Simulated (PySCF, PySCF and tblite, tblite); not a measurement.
# C₇H₁₀FN: conformers and averaged spectra, part 2 of 2

PySCF and tblite. Atoms count from 0. Earlier steps stand in the parts before.

## Step 5: The ensemble: properties at CAM-B3LYP/6-31G*

What the job is given:

```
{"job": {"study": "conf", "smiles": "C=C/C(C)=N/C(F)=C/C", "search": {"seed": 2342, "n_embed": 90, "ff_keep": 18, "window": 2.0, "nmax": 10, "temps": [180, 298.15, 350, 400, 800], "t_ref": 298.15, "order": 0.0005, "w0": 200.0}, "level": {"nmr": {"xc": "CAM-B3LYP", "basis": "6-31G*"}}, "kind": "conf"}, "charge": 0, "multiplicity": 1}
C      3.580223     0.422243    -0.259581
C      2.310202     0.771348    -0.440870
C      1.146012    -0.067537    -0.192680
C      1.352359    -1.516967     0.136341
N      0.026107     0.551247    -0.283068
C     -1.220127     0.118025    -0.044537
F     -1.424063    -1.086167     0.602448
C     -2.295441     0.845036    -0.371577
C     -3.706319     0.441202    -0.134966
H      4.380997     1.117384    -0.445768
H      3.875016    -0.552963     0.089244
H      2.061244     1.770874    -0.769620
H      2.187295    -1.917502    -0.432888
H      1.575971    -1.618453     1.198881
H      0.466027    -2.105518    -0.079870
H     -2.113003     1.789681    -0.858031
H     -4.204845     1.181283     0.491309
H     -3.759769    -0.528328     0.352668
H     -4.247688     0.394364    -1.080155
```

Log:

```text
conformer  sym    E(xTB)   E(DFT)   G(298.15 K)  weight  dipole/D
    1     C1      0.040    0.000    0.000   0.8839    0.917
    2     Cs      0.000    0.701    1.203   0.1161    0.857

mean shielding (ppm) by class
class atoms           180 K   298.15 K      350 K      400 K      800 K
  0 C  0             77.945     77.687     77.609     77.548      77.31
  1 C  1             57.169     57.473     57.565     57.636     57.916
  2 C  2             42.039     42.148     42.181     42.206     42.307
  3 C  3            176.615    176.194    176.067    175.968     175.58
  4 N  4            -46.438    -45.025    -44.598    -44.265     -42.96
  5 C  5             44.034     43.967     43.947     43.931      43.87
  6 F  6            302.832     302.88    302.894    302.905    302.949
  7 C  7              84.15     84.221     84.243      84.26     84.325
  8 C  8            182.503    182.504    182.505    182.505    182.507
  9 H  9             26.852     26.858      26.86     26.861     26.867
 10 H  10            26.695     26.644     26.628     26.616     26.569
 11 H  11            25.946     25.961     25.965     25.969     25.982
 12 H  12,13,14      30.291     30.294     30.295     30.295     30.298
 13 H  15            27.246     27.247     27.247     27.248     27.248
 14 H  16,17,18      30.662     30.662     30.662     30.662     30.661
```

It took 49 s on 1 thread of Arm Neoverse V2, shared host. This counts the runs that the step sums up.

The search (ETKDG and KDG, MMFF94s, GFN2-xTB) embedded 90 structures, kept 3 distinct ones after the force field and 2 after xTB; 2 were carried on (window 2.0 kcal/mol at the search's own energies). Energies: CAM-B3LYP/6-31G* with D3(BJ).

Conformer by conformer (298 K):

```tsv
no.	group	mirror pair	ΔE xTB	ΔE DFT	ΔG	weight (%)	μ (D)	C0–C1–C2–N4 (°)	C2–N4–C5–F6 (°)	A, B, C (GHz)
1	C1	yes	0.04	0.00	0.00	88.4	0.92	172	12	4.51, 0.78, 0.68
2	Cs	no	0.00	0.70	1.20	11.6	0.86	-1	0	3.15, 0.93, 0.73
```

Energies in kcal/mol. ΔG holds xTB vibrations and rotation, symmetry numbers and mirror pairs.

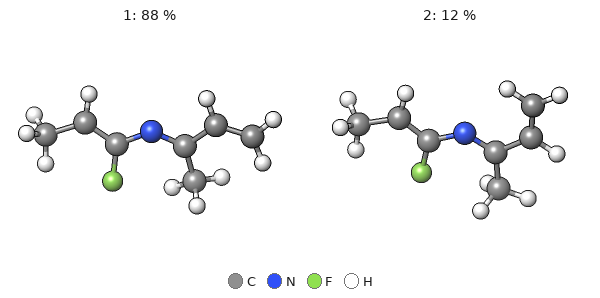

The conformers with their weights.

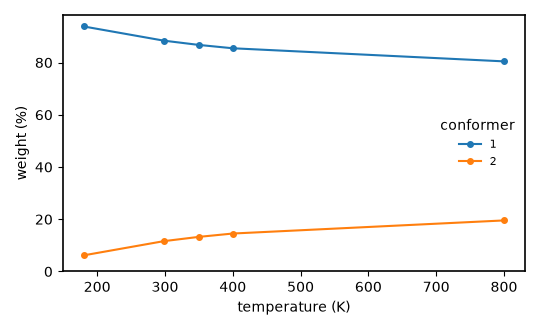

Weights against temperature.

How the weights hang on the way they are made:

```tsv
scheme	1	2	mean μ (D)
DFT free energy	88	12	0.91
DFT energy, symmetry counted	87	13	0.91
DFT energy alone	77	23	0.90
xTB energy, symmetry counted	65	35	0.90
xTB free energy	69	31	0.90
lowest conformer only	100	0	0.92
equal weights	50	50	0.89
```

Shifts against references run at the same level (¹³C TMS 195.1, ¹⁹F CFCl3 206.2, ¹⁵N NH3 261.4, ¹H TMS 32.47 ppm of shielding), by class of atoms, at 298 K:

```tsv
atoms	environment	no. 1	no. 2	average
C2	C=N carbon	153.1	151.1	152.9
C5	fully substituted alkene carbon	150.9	152.2	151.1
C1	alkene CH	138.2	132.6	137.6
C0	terminal =CH2 carbon	116.8	121.6	117.4
C7	alkene CH	111.0	109.7	110.8
C3	methyl carbon	18.0	25.7	18.9
C8	allylic methyl carbon	12.6	12.5	12.6
H11	hydrogen on an alkene CH	6.54	6.27	6.50
H10	hydrogen on a terminal =CH2 carbon	5.71	6.65	5.82
H9	hydrogen on a terminal =CH2 carbon	5.62	5.51	5.61
H15	hydrogen on an alkene CH	5.22	5.21	5.22
H12, H13, H14	hydrogen on a methyl carbon	2.18	2.13	2.17
H16, H17, H18	hydrogen on an allylic methyl carbon	1.80	1.81	1.80
N4	imine nitrogen	309.5	283.5	306.5
F6	vinylic fluorine	-96.6	-97.5	-96.7
```

Effective distances for nuclear Overhauser effects, ⟨r⁻⁶⟩^(−1/6) over all pairs of two classes (Å): H9···H10 1.83; H9···H11 2.43; H10···H12 2.61; H15···H16 2.67; H10···H11 3.07; H11···H12 3.44; H10···H15 5.01.

## Step 6: Shieldings, conformer 1: CAM-B3LYP/def2-SVP

What the job is given:

```
{"job": {"xc": "CAM-B3LYP", "basis": "def2-SVP", "kind": "nmr", "pop": false}, "charge": 0, "multiplicity": 1}
C      3.580223     0.422243    -0.259581
C      2.310202     0.771348    -0.440870
C      1.146012    -0.067537    -0.192680
C      1.352359    -1.516967     0.136341
N      0.026107     0.551247    -0.283068
C     -1.220127     0.118025    -0.044537
F     -1.424063    -1.086167     0.602448
C     -2.295441     0.845036    -0.371577
C     -3.706319     0.441202    -0.134966
H      4.380997     1.117384    -0.445768
H      3.875016    -0.552963     0.089244
H      2.061244     1.770874    -0.769620
H      2.187295    -1.917502    -0.432888
H      1.575971    -1.618453     1.198881
H      0.466027    -2.105518    -0.079870
H     -2.113003     1.789681    -0.858031
H     -4.204845     1.181283     0.491309
H     -3.759769    -0.528328     0.352668
H     -4.247688     0.394364    -1.080155
```

Log:

```text
coarse grid: 15952 points
cycle   1  E = -426.6197069512  dE =  1.398e+00  |g| = 6.112e-01  |ddm| = 4.651e+00
cycle   2  E = -426.6197262878  dE = -1.934e-05  |g| = 6.736e-01  |ddm| = 1.189e+00
cycle   3  E = -426.7005182708  dE = -8.079e-02  |g| = 5.717e-02  |ddm| = 5.787e-01
cycle   4  E = -426.7012362890  dE = -7.180e-04  |g| = 2.952e-02  |ddm| = 1.007e-01
cycle   5  E = -426.7014668784  dE = -2.306e-04  |g| = 7.932e-03  |ddm| = 3.830e-02
cycle   6  E = -426.7014832633  dE = -1.638e-05  |g| = 3.068e-03  |ddm| = 1.186e-02
cycle   7  E = -426.7014861403  dE = -2.877e-06  |g| = 7.942e-04  |ddm| = 4.062e-03
final grid: 154776 points
cycle   8  E = -426.7786798794  dE = -4.351e-05  |g| = 5.057e-03  |ddm| = 2.682e-02
cycle   9  E = -426.7786793078  dE =  5.715e-07  |g| = 5.802e-03  |ddm| = 1.018e-02
cycle  10  E = -426.7786854723  dE = -6.164e-06  |g| = 7.678e-04  |ddm| = 4.976e-03
cycle  11  E = -426.7786855959  dE = -1.235e-07  |g| = 2.256e-04  |ddm| = 8.894e-04
cycle  12  E = -426.7786856066  dE = -1.074e-08  |g| = 1.025e-04  |ddm| = 3.446e-04
cycle  13  E = -426.7786856090  dE = -2.371e-09  |g| = 1.774e-05  |ddm| = 1.093e-04
cycle  14  E = -426.7786856090  dE = -7.788e-11  |g| = 7.115e-06  |ddm| = 2.778e-05
converged SCF energy = -426.7786856090

GIAO shielding tensors (ppm)
atom      isotropic    diamagn.    paramagn.     s11        s22        s33       span
  0 C       75.079     252.093    -177.014    -34.172     76.050    183.359    217.531
  1 C       50.329     248.901    -198.573    -55.375     60.448    145.914    201.289
  2 C       37.296     257.963    -220.668    -38.240      5.423    144.704    182.944
  3 C      178.103     251.553     -73.449    167.495    175.206    191.608     24.112
  4 N      -59.636     327.691    -387.327   -323.655    -68.155    212.901    536.556
  5 C       38.744     256.624    -217.880    -51.128     73.577     93.782    144.911
  6 F      306.228     477.645    -171.417    231.169    319.419    368.096    136.927
  7 C       79.823     257.127    -177.304      5.163     74.779    159.528    154.366
  8 C      183.272     244.599     -61.327    170.099    187.514    192.202     22.103
  9 H       26.241      27.843      -1.601     24.097     25.631     28.996      4.900
 10 H       26.115      33.299      -7.184     23.031     25.197     30.115      7.084
 11 H       25.309      32.246      -6.936     22.826     23.721     29.381      6.555
 12 H       29.838      31.848      -2.010     25.465     29.659     34.389      8.925
 13 H       29.944      32.264      -2.320     26.513     28.375     34.944      8.431
 14 H       29.229      33.958      -4.729     23.513     30.418     33.755     10.242
 15 H       26.569      35.427      -8.858     23.485     25.894     30.327      6.843
 16 H       30.233      26.620       3.613     26.185     27.830     36.684     10.499
 17 H       29.550      31.041      -1.490     24.710     30.483     33.458      8.747
 18 H       30.282      26.553       3.728     26.276     27.815     36.755     10.479
```

It took 27 s on 1 thread of Arm Neoverse V2, shared host.

Key values: HOMO -7.39 eV, LUMO -0.53 eV; dipole 0.87 D.

## Step 7: Shieldings, conformer 2: CAM-B3LYP/def2-SVP

What the job is given:

```
{"job": {"xc": "CAM-B3LYP", "basis": "def2-SVP", "kind": "nmr", "pop": false}, "charge": 0, "multiplicity": 1}
C     -2.616555     1.747210    -0.319277
C     -2.568541     0.423235    -0.200855
C     -1.329843    -0.333080    -0.069636
C     -1.448676    -1.823917     0.072163
N     -0.235428     0.336401    -0.086583
C      1.023637    -0.111980     0.013315
F      1.269850    -1.464965     0.156950
C      2.074428     0.716460    -0.021292
C      3.497843     0.300500     0.081865
H     -3.548042     2.278002    -0.414820
H     -1.708686     2.324988    -0.321418
H     -3.480642    -0.158590    -0.197032
H     -0.980622    -2.151963     0.999863
H     -2.488623    -2.138226     0.069874
H     -0.926171    -2.320954    -0.744853
H      1.861016     1.767123    -0.134575
H      4.040954     0.603286    -0.813732
H      3.583902    -0.776086     0.201432
H      3.970394     0.791809     0.932656
```

Log:

```text
coarse grid: 15952 points
cycle   1  E = -426.6167200629  dE =  1.395e+00  |g| = 6.184e-01  |ddm| = 4.664e+00
cycle   2  E = -426.6143961588  dE =  2.324e-03  |g| = 6.866e-01  |ddm| = 1.218e+00
cycle   3  E = -426.6991360641  dE = -8.474e-02  |g| = 5.998e-02  |ddm| = 5.952e-01
cycle   4  E = -426.6998880827  dE = -7.520e-04  |g| = 3.389e-02  |ddm| = 1.062e-01
cycle   5  E = -426.7001861374  dE = -2.981e-04  |g| = 1.027e-02  |ddm| = 4.436e-02
cycle   6  E = -426.7002120004  dE = -2.586e-05  |g| = 3.672e-03  |ddm| = 1.332e-02
cycle   7  E = -426.7002155221  dE = -3.522e-06  |g| = 9.523e-04  |ddm| = 4.847e-03
final grid: 154776 points
cycle   8  E = -426.7778153253  dE = -4.383e-05  |g| = 5.253e-03  |ddm| = 2.917e-02
cycle   9  E = -426.7778142577  dE =  1.068e-06  |g| = 6.195e-03  |ddm| = 1.150e-02
cycle  10  E = -426.7778212587  dE = -7.001e-06  |g| = 7.874e-04  |ddm| = 5.490e-03
cycle  11  E = -426.7778213913  dE = -1.325e-07  |g| = 2.283e-04  |ddm| = 9.388e-04
cycle  12  E = -426.7778214025  dE = -1.126e-08  |g| = 1.084e-04  |ddm| = 3.783e-04
cycle  13  E = -426.7778214052  dE = -2.701e-09  |g| = 1.739e-05  |ddm| = 1.092e-04
cycle  14  E = -426.7778214053  dE = -8.549e-11  |g| = 6.747e-06  |ddm| = 3.142e-05
converged SCF energy = -426.7778214053

GIAO shielding tensors (ppm)
atom      isotropic    diamagn.    paramagn.     s11        s22        s33       span
  0 C       69.272     254.730    -185.458    -38.620     60.863    185.574    224.195
  1 C       56.993     249.200    -192.207    -49.723     73.859    146.843    196.566
  2 C       39.489     257.929    -218.440    -35.808      9.261    145.014    180.822
  3 C      169.867     249.489     -79.621    153.371    166.566    189.665     36.294
  4 N      -32.462     330.775    -363.237   -275.099    -60.218    237.930    513.029
  5 C       37.367     257.601    -220.235    -50.719     70.107     92.712    143.431
  6 F      307.187     477.326    -170.139    232.304    317.576    371.681    139.377
  7 C       81.171     258.059    -176.888      7.381     77.637    158.495    151.114
  8 C      183.311     244.771     -61.461    170.388    187.245    192.299     21.910
  9 H       26.311      27.043      -0.732     23.994     25.992     28.948      4.954
 10 H       25.125      36.099     -10.974     23.030     23.411     28.933      5.903
 11 H       25.619      30.796      -5.177     22.487     24.469     29.900      7.413
 12 H       29.446      32.106      -2.660     25.007     29.986     33.346      8.340
 13 H       30.281      30.206       0.075     26.308     29.588     34.947      8.639
 14 H       29.473      31.849      -2.375     25.110     29.887     33.423      8.313
 15 H       26.580      36.503      -9.924     23.385     25.855     30.498      7.113
 16 H       30.245      27.113       3.133     26.191     27.827     36.718     10.527
 17 H       29.555      30.932      -1.376     24.637     30.505     33.525      8.888
 18 H       30.254      27.241       3.013     26.192     27.848     36.722     10.530
```

Wall time 27 s (1 thread of Arm Neoverse V2, shared host).

In short: HOMO -7.30 eV, LUMO -0.60 eV; dipole 0.81 D.

## Step 8: Averages: properties at CAM-B3LYP/def2-SVP

The job, as its differences from that of step 5:

```diff
@@ -1,2 +1,2 @@
-{"job": {"study": "conf", "smiles": "C=C/C(C)=N/C(F)=C/C", "search": {"seed": 2342, "n_embed": 90, "ff_keep": 18, "window": 2.0, "nmax": 10, "temps": [180, 298.15, 350, 400, 800], "t_ref": 298.15, "order": 0.0005, "w0": 200.0}, "level": {"nmr": {"xc": "CAM-B3LYP", "basis": "6-31G*"}}, "kind": "conf"}, "charge": 0, "multiplicity": 1}
+{"job": {"study": "conf", "smiles": "C=C/C(C)=N/C(F)=C/C", "search": {"seed": 2342, "n_embed": 90, "ff_keep": 18, "window": 2.0, "nmax": 10, "temps": [180, 298.15, 350, 400, 800], "t_ref": 298.15, "order": 0.0005, "w0": 200.0}, "level": {"nmr": {"xc": "CAM-B3LYP", "basis": "def2-SVP"}, "change": "CAM-B3LYP/def2-SVP", "top": 4}, "kind": "conf"}, "charge": 0, "multiplicity": 1}
 C      3.580223     0.422243    -0.259581
```

Log:

```text
conformer  sym    E(xTB)   E(DFT)   G(298.15 K)  weight  dipole/D
    1     C1      0.040    0.000    0.000   0.8448    0.866
    2     Cs      0.000    0.502    1.004   0.1552    0.811

mean shielding (ppm) by class
class atoms           180 K   298.15 K      350 K      400 K      800 K
  0 C  0             74.481     74.178     74.098     74.038     73.825
  1 C  1             51.015     51.363     51.455     51.523     51.768
  2 C  2             37.521     37.636     37.666     37.689     37.769
  3 C  3            177.255    176.825    176.712    176.627    176.325
  4 N  4            -56.839    -55.419    -55.045    -54.766    -53.769
  5 C  5             38.602      38.53     38.511     38.497     38.446
  6 F  6            306.327    306.377     306.39      306.4    306.435
  7 C  7             79.962     80.032     80.051     80.065     80.114
  8 C  8            183.276    183.278    183.278    183.279     183.28
  9 H  9             26.249     26.252     26.253     26.254     26.256
 10 H  10            26.013     25.961     25.947     25.937     25.901
 11 H  11            25.341     25.357     25.361     25.365     25.376
 12 H  12,13,14      29.677      29.68     29.681     29.682     29.684
 13 H  15             26.57      26.57     26.571     26.571     26.571
 14 H  16,17,18      30.021     30.021     30.021     30.021     30.021
```

Run time: 55 s. Hardware: 1 thread of Arm Neoverse V2, shared host. This counts the runs that the step sums up.

Against the first level, at 298 K (shifts, ppm; largest changes first):

```tsv
atoms	CAM-B3LYP/6-31G*	CAM-B3LYP/def2-SVP	change
N4	306.5	328.9	+22.5
F6	-96.7	-84.4	+12.3
C1	137.6	143.8	+6.2
C5	151.1	156.6	+5.6
C2	152.9	157.5	+4.6
C7	110.8	115.1	+4.3
C0	117.4	121.0	+3.6
C8	12.6	11.9	-0.7
C3	18.9	18.3	-0.5
H10	5.82	5.87	+0.05
```

Weights: from CAM-B3LYP/6-31G* energies 1: 88 %, 2: 12 %; from CAM-B3LYP/def2-SVP energies 1: 84 %, 2: 16 % (with a dispersion term where the level has one and the same thermal terms, so they don't follow from the SCF energies alone). Times: 49 s and 55 s.

## Step 9: Outcome

The summary covers parts 1 to 2.

```
                              quantity                                                value
                            conformers  2; the first in weight is no. 1 (C1), 88 % at 298 K
               root-mean-square dipole                                               0.91 D
averaged ¹³C shifts (CAM-B3LYP/6-31G*)    152.9, 151.1, 137.6, 117.4, 110.8, 18.9, 12.6 ppm
 averaged ¹H shifts (CAM-B3LYP/6-31G*)               6.50, 5.82, 5.61, 5.22, 2.17, 1.80 ppm
averaged ¹⁹F shifts (CAM-B3LYP/6-31G*)                                            -96.7 ppm
```

Conformer 1 leads with 88 % at 298 K, and its share goes from 94 % at 180 K to 80 % at 800 K. xTB puts no. 2 lowest, DFT no. 1. Among conformers over 5 %, H10 differs by 0.94 ppm, while the average moves by 0.13 ppm from 180 to 800 K. Between CAM-B3LYP/6-31G* and CAM-B3LYP/def2-SVP, N4 changes most, by 22.5 ppm; the energies behind both averages, dispersion terms included where typed, rank the same conformer first.
